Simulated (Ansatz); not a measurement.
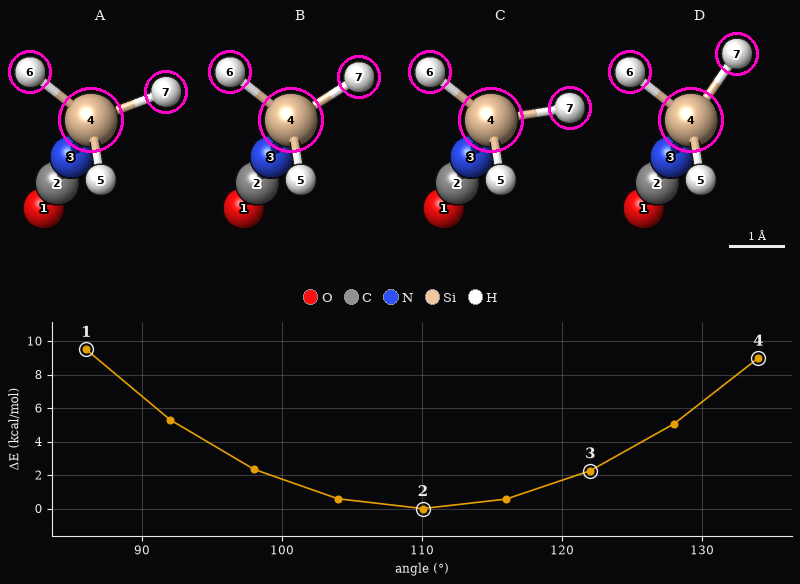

CH$_{3}$NOSi: the H7–Si4–H6 angle is varied, with the rest of the molecule carried along rigidly. The frames are shuffled; the numbered points of the plot belong to them. Style: ball-and-stick. Shown onto the plane of the angle, with a slight tilt. The ringed atoms are those of the scanned coordinate.

Computed with Ansatz: PBE0-D4, basis def2-TZVPP, on geometries moved rigidly from the minimum at PBE0-D4/def2-TZVP. Energies are counted from the PBE0-D4/def2-TZVP minimum geometry at the same level.

Question: Which frame belongs to which numbered point?

Answer: Point 1 is frame D (the angle 86.0°, 9.5 kcal/mol); 2 is frame B (the angle 110.0°, 0.0 kcal/mol); 3 is frame A (the angle 122.0°, 2.3 kcal/mol); 4 is frame C (the angle 134.0°, 9.0 kcal/mol). Of the computed points the lowest is at the angle 110.0°, 0.0 kcal/mol. The curvature at the lowest point is about 4.5 eV/rad².
